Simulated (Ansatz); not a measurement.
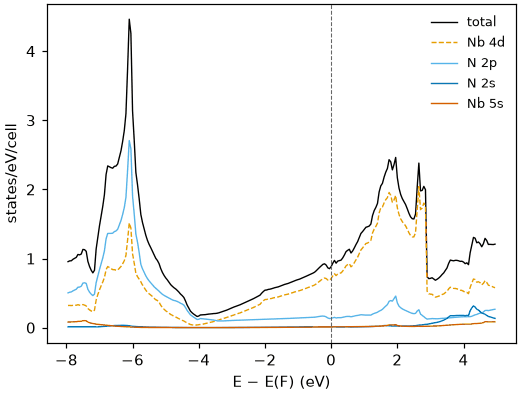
Fig. 1. Total and projected density of states of NbN (rock salt, Fm-3m), PBEsol in the plane-wave PAW code Ansatz

### Question
Which orbitals carry the states next to the Fermi level?

### Answer
Within 0.5 eV of the Fermi level: Nb 4d 80 %, N 2p 16 %. Projections are on Löwdin-orthogonalised atomic valence shells; empty p or d shells of many metals are not among them.

### Question
Where is the tallest occupied peak in this window, and what makes it?

### Answer
Near -6.1 eV, about 4.5 states/eV per cell; the largest projected share is N 2p.

The cell was relaxed with PBEsol under the symmetry of its start. The run is not spin-polarised. Spin–orbit coupling is left out wherever it is not named.

Potentials: the later of the program's two PAW sets.
